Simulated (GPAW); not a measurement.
# Run report: BH3Br (charge −1), excited-state calculation (part 1 of 2)

BH3Br, charge −1, SMILES [H][B-]([H])([H])Br, computed with DELTA-SCF (LDA (PW92))/dzp, UKS, scalar-relativistic datasets (GPAW 26.7.0).

The geometry comes from this level: GFN2-xTB.

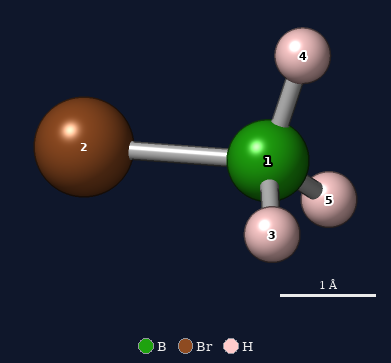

*The structure (ball-and-stick view, seen at a tilt; atoms are numbered from 1 in the order of the input).*

Bond lengths as drawn: B–Br 2.03 Å and B–H 1.21 Å.

**Input file (calc.py)**
```python
from ase.io import read
from gpaw import GPAW
from gpaw.directmin.tools import excite
from gpaw.mom import prepare_mom_calculation

# Atomic positions
system = read('molecule.xyz')
system.center(vacuum=5.0)

# DFT calculator
dft = GPAW(mode='lcao',
           basis='dzp',
           h=0.16,
           xc='LDA',
           charge=-1,
           spinpol=True,
           nbands='nao',
           maxiter=100,
           symmetry='off',
           occupations={'name': 'fixed-uniform'},
           txt='-')
system.calc = dft
e0 = system.get_potential_energy()
dft.write('gs.gpw', mode='all')

# Delta-SCF with the maximum overlap method
gaps = {}
for name, spins in [('mixed', (0, 0)), ('triplet', (0, 1))]:
    dft = GPAW('gs.gpw', txt=f'{name}.txt')
    system = dft.get_atoms()
    f_sn = excite(dft, -1, 0, spin=spins)
    prepare_mom_calculation(dft, system, f_sn)
    gaps[name] = system.get_potential_energy() - e0
    print(f'{name:8} {gaps[name]:.3f} eV')
singlet = 2 * gaps['mixed'] - gaps['triplet']
print(f'Spin-purified singlet: {singlet:.3f} eV')
```

**File molecule.xyz**
```
5

B     -0.002450     0.001710    -0.185070
Br     0.015160    -0.019850     1.842860
H      1.149500     0.010510    -0.559790
H     -0.585750     1.003800    -0.536400
H     -0.576460    -0.996180    -0.561610
```

Run on 1 thread of Arm Neoverse V1, 112 GiB of memory available, shared host.

Command:
```bash
python3 -u calc.py | tee calc.out
```

**Log**
```
__  _  _
 | _ |_)|_||  |
 |__||  | ||/\| - 26.7.0

units:  Angstrom and eV
cores:  1
OpenMP: False

Versions:
  Python: 3.12.14
  ASE:    3.29.0
  Numpy:  2.5.5
  Scipy:  1.18.1
  Libxc:  7.0.0

        _gpaw.cpython-312-aarch64-linux-gnu.so

Input parameters:
  mode=LCAO(),
  basis={'default': 'dzp'},
  charge=-1,
  h=0.16,
  maxiter=100,
  nbands='nao',
  occupations=Occupations(name='fixed-uniform'),
  spinpol=True,
  symmetry=Symmetry(point_group=False, time_reversal=False),
  xc=XC(name='LDA')
        .----------------------------.
       /|                            |
      / |                            |
     /  |                            |
    /   |                            |
   /    |                            |
  /     |                            |
 *      |                            |
 |      |                            |
 |      |                            |
 |      |         Br                 |
 |      |                            |
 |      |        HB  H               |
 |      |       H                    |
 |      |                            |
 |      .----------------------------.
 |     /                            /
 |    /                            /
 |   /                            /
 |  /                            /
 | /                            /
 |/                            /
 *----------------------------*

Atoms  # Å, Bohr magnetons
|   | symbol |        x |        y |        z |    initial magnetic moments |
|---|--------|----------|----------|----------|-----------------------------|
| 0 |      B | 5.583300 | 5.997890 | 5.376540 | ( 0.0000,  0.0000,  0.0000) |
| 1 |     Br | 5.600910 | 5.976330 | 7.404470 | ( 0.0000,  0.0000,  0.0000) |
| 2 |      H | 6.735250 | 6.006690 | 5.001820 | ( 0.0000,  0.0000,  0.0000) |
| 3 |      H | 5.000000 | 6.999980 | 5.025210 | ( 0.0000,  0.0000,  0.0000) |
| 4 |      H | 5.009290 | 5.000000 | 5.000000 | ( 0.0000,  0.0000,  0.0000) |

Unit cell  # Å
| periodic |         x |         y |         z |   lengths |    angles |
|----------|-----------|-----------|-----------|-----------|-----------|
|       no | 11.735250 |  0.000000 |  0.000000 | 11.735250 | 90.000000 |
|       no |  0.000000 | 11.999980 |  0.000000 | 11.999980 | 90.000000 |
|       no |  0.000000 |  0.000000 | 12.404470 | 12.404470 | 90.000000 |

Number of symmetries: 1
Symmetry operations  # r_c * U_cc + t_c -> r_c
|   | kind |            matrix            |
|---|------|------------------------------|
| 0 |  E   |  1, 0, 0,  0, 1, 0,  0, 0, 1 |

BZ-sampling:
  Number of BZ points: 1
  Number of IBZ points: 1

  Monkhorst-Pack size: [1, 1, 1]
  Monkhorst-Pack shift: [0, 0, 0]

K-points  # in reciprocal-cell coordinates
|   |                                coordinates |     weight |
|---|--------------------------------------------|------------|
| 0 | (  0.00000000,   0.00000000,   0.00000000) | 1.00000000 |

basis functions: 41
Spin-components: 2 (collinear spins)
Bands:           41
Projectors:      19
Spin-degeneracy: 1
Datatype:        <class 'float'>

  Storage: CPU
  Wave functions: 26_896 bytes (26_896 per core)

Parallelization:
  kpt:    1
  domain: 1
  band:   1

Density:
  Valence electrons: 13.0
  Components: 2
  Grid points: [72 76 76]
  Charge: -1.0  # |e|

Potential:
  Grid points: [72 76 76]

species:
  B:
    name:    Boron
    Z:       5.0
    valence: 3
    core:    2
    charge:  0.0  # [|e|]
    file:    B.LDA.gz
    compensation charges:
      type: gauss
      rc: 0.20  # [Å]
      lmax: 2
    cutoffs:
      filter: 1.14  # [Å]
      core: 1.42  # [Å]
    projectors
    | kind |    occ | energy [eV] | rcut [Å] |
    |------|--------|-------------|----------|
    |   2s |  2.000 |      -9.383 |    0.635 |
    |   2p |  1.000 |      -3.714 |    0.635 |
    |    s |        |      17.828 |    0.635 |
    |    p |        |      23.498 |    0.635 |
    |    d |        |       0.000 |    0.635 |

    LCAO basis set for B:
      Name: dzp
      File: B.dzp.basis.gz
      Number of radial functions: 5
      Number of spherical harmonics: 13
        l=0, rc=6.6719 Bohr: 2s-sz confined orbital
        l=1, rc=8.2188 Bohr: 2p-sz confined orbital
        l=0, rc=3.7500 Bohr: 2s-dz split-valence wave
        l=1, rc=4.6094 Bohr: 2p-dz split-valence wave
        l=2, rc=8.2188 Bohr: d-type Gaussian polarization
      Number of RI-basis functions 0

  Br:
    name:    Bromine
    Z:       35.0
    valence: 7
    core:    28
    charge:  0.0  # [|e|]
    file:    Br.LDA.gz
    compensation charges:
      type: gauss
      rc: 0.35  # [Å]
      lmax: 2
    cutoffs:
      filter: 1.98  # [Å]
      core: 2.38  # [Å]
    projectors
    | kind |    occ | energy [eV] | rcut [Å] |
    |------|--------|-------------|----------|
    |   4s |  2.000 |     -20.306 |    1.111 |
    |   4p |  5.000 |      -8.003 |    1.111 |
    |    s |        |       6.906 |    1.111 |
    |    p |        |      19.208 |    1.111 |
    |    d |        |       0.000 |    1.111 |

    LCAO basis set for Br:
      Name: dzp
      File: Br.dzp.basis.gz
      Number of radial functions: 5
      Number of spherical harmonics: 13
        l=0, rc=5.3594 Bohr: 4s-sz confined orbital
        l=1, rc=6.8125 Bohr: 4p-sz confined orbital
        l=0, rc=2.9375 Bohr: 4s-dz split-valence wave
        l=1, rc=3.8906 Bohr: 4p-dz split-valence wave
        l=2, rc=6.8125 Bohr: d-type Gaussian polarization
      Number of RI-basis functions 0

  H:
    name:    Hydrogen
    Z:       1.0
    valence: 1
    core:    0
    charge:  0.0  # [|e|]
    file:    H.LDA.gz
    compensation charges:
      type: gauss
      rc: 0.15  # [Å]
      lmax: 2
    cutoffs:
      filter: 0.85  # [Å]
      core: 0.53  # [Å]
    projectors
    | kind |    occ | energy [eV] | rcut [Å] |
    |------|--------|-------------|----------|
    |   1s |  1.000 |      -6.353 |    0.476 |
    |    s |        |      20.858 |    0.476 |
    |    p |        |       0.000 |    0.476 |

    LCAO basis set for H:
      Name: dzp
      File: H.dzp.basis.gz
      Number of radial functions: 3
      Number of spherical harmonics: 5
        l=0, rc=6.4219 Bohr: 1s-sz confined orbital
        l=0, rc=3.6094 Bohr: 1s-dz split-valence wave
        l=1, rc=6.4219 Bohr: p-type Gaussian polarization
      Number of RI-basis functions 0

Reference energy: -71511.545547  # eV

eigensolver:
  <gpaw.new.lcao.eigensolver.LCAOEigensolver object at 0xe5ad58a32bd0>
density mixing:
  MSR1-Mixer
  Pratt-step length: 0.05
  Maximum mixing coefficient: 0.75
  Old densities: 10
  SVD Regularization: 0.005
  Good broyden scale: 1.0
  Trust region scale: 1.0
  Backstep threshold: 4.0
  History deletion threshold: 6.0
  Fourier metric: weight=20.0, sigma=0.015

occupation numbers:
  Fixed-uniform occupations:
  [[1. 1. 1. 1. 1. 1. 1. 0. 0. 0. 0. 0. 0. 0. 0. 0. 0. 0. 0. 0. 0. 0. 0. 0.
    0. 0. 0. 0. 0. 0. 0. 0. 0. 0. 0. 0. 0. 0. 0. 0. 0.]
   [1. 1. 1. 1. 1. 1. 1. 0. 0. 0. 0. 0. 0. 0. 0. 0. 0. 0. 0. 0. 0. 0. 0. 0.
    0. 0. 0. 0. 0. 0. 0. 0. 0. 0. 0. 0. 0. 0. 0. 0. 0.]]

FastPoissonSolver using
    Stencil: 6*3+1=19 point O(h^6) finite-difference Laplacian
    FFT axes: []
    FST axes: [np.int64(0), np.int64(1), np.int64(2)]

xc functional:
  name: None
interpolation: tri-quintic # 5. degree polynomial

        .----------------------------.
       /|                            |
      / |                            |
     /  |                            |
    /   |                            |
   /    |                            |
  /     |                            |
 *      |                            |
 |      |                            |
 |      |                            |
 |      |         Br                 |
 |      |                            |
 |      |        HB  H               |
 |      |       H                    |
 |      |                            |
 |      .----------------------------.
 |     /                            /
 |    /                            /
 |   /                            /
 |  /                            /
 | /                            /
 |/                            /
 *----------------------------*

Atoms  # Å, Bohr magnetons
|   | symbol |        x |        y |        z |    initial magnetic moments |
|---|--------|----------|----------|----------|-----------------------------|
| 0 |      B | 5.583300 | 5.997890 | 5.376540 | ( 0.0000,  0.0000,  0.0000) |
| 1 |     Br | 5.600910 | 5.976330 | 7.404470 | ( 0.0000,  0.0000,  0.0000) |
| 2 |      H | 6.735250 | 6.006690 | 5.001820 | ( 0.0000,  0.0000,  0.0000) |
| 3 |      H | 5.000000 | 6.999980 | 5.025210 | ( 0.0000,  0.0000,  0.0000) |
| 4 |      H | 5.009290 | 5.000000 | 5.000000 | ( 0.0000,  0.0000,  0.0000) |

Unit cell  # Å
| periodic |         x |         y |         z |   lengths |    angles |
|----------|-----------|-----------|-----------|-----------|-----------|
|       no | 11.735250 |  0.000000 |  0.000000 | 11.735250 | 90.000000 |
|       no |  0.000000 | 11.999980 |  0.000000 | 11.999980 | 90.000000 |
|       no |  0.000000 |  0.000000 | 12.404470 | 12.404470 | 90.000000 |

Number of symmetries: 1
Symmetry operations  # r_c * U_cc + t_c -> r_c
|   | kind |            matrix            |
|---|------|------------------------------|
| 0 |  E   |  1, 0, 0,  0, 1, 0,  0, 0, 1 |

BZ-sampling:
  Number of BZ points: 1
  Number of IBZ points: 1

  Monkhorst-Pack size: [1, 1, 1]
  Monkhorst-Pack shift: [0, 0, 0]

K-points  # in reciprocal-cell coordinates
|   |                                coordinates |     weight |
|---|--------------------------------------------|------------|
| 0 | (  0.00000000,   0.00000000,   0.00000000) | 1.00000000 |

basis functions: 41
Spin-components: 2 (collinear spins)
Bands:           41
Projectors:      19
Spin-degeneracy: 1
Datatype:        <class 'float'>
```
